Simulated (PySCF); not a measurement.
```yaml
atoms:
  - { symbol: Cl, position_ang: [2.2428, 2.2336, -0.0533] }
  - { symbol: B, position_ang: [2.7319, 0.4396, -0.1257] }
  - { symbol: Cl, position_ang: [4.3583, 0.1092, -0.5151] }
  - { symbol: C, position_ang: [1.4653, -0.3149, -0.1762] }
  - { symbol: C, position_ang: [0.7079, -1.2152, 0.4535] }
  - { symbol: C, position_ang: [-0.7105, -1.4436, 0.0463] }
  - { symbol: C, position_ang: [-1.5830, -0.3451, 0.6951] }
  - { symbol: C, position_ang: [-1.4187, 1.0196, 0.0006] }
  - { symbol: Al, position_ang: [0.3608, 1.2928, -0.8886] }
  - { symbol: H, position_ang: [1.0377, -1.7161, 1.3596] }
  - { symbol: H, position_ang: [-1.0590, -2.4269, 0.3644] }
  - { symbol: H, position_ang: [-0.8052, -1.3576, -1.0401] }
  - { symbol: H, position_ang: [-1.3042, -0.2602, 1.7475] }
  - { symbol: H, position_ang: [-2.6285, -0.6633, 0.6560] }
  - { symbol: H, position_ang: [-1.8048, 1.7975, 0.6713] }
  - { symbol: H, position_ang: [-2.0922, 1.0430, -0.8719] }
  - { symbol: H, position_ang: [0.4944, 1.8197, -2.3334] }
```

Geometry: GFN2-xTB.

All numbers below come from PBE0/pcSseg-1, SCF density, gas phase, non-relativistic (PySCF).

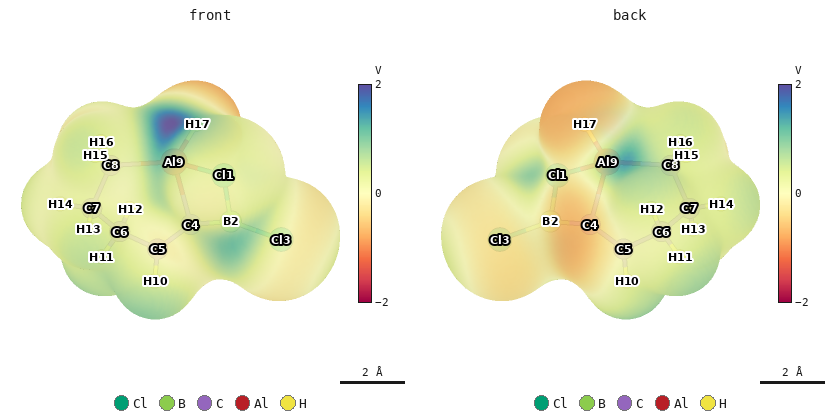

C5H8AlBCl2. The electrostatic potential painted on the density surface at 0.002 e/bohr³, seen from the front and from behind; the colour scale runs from red (negative) to blue (positive).

Which sites attract a positive test charge, and which a negative one?

A positive charge is drawn to the negative regions and a negative charge to the positive ones. The most negative region (about −0.7 V) lies over C4 and H17, the most positive (about +1.8 V) over Al9. Cl3 shows a σ-hole: about +0.4 V at the tip opposite its bond, against about −0.2 V on its flanks.

What dipole moment does the calculation give?

Its dipole moment is 1.93 D.
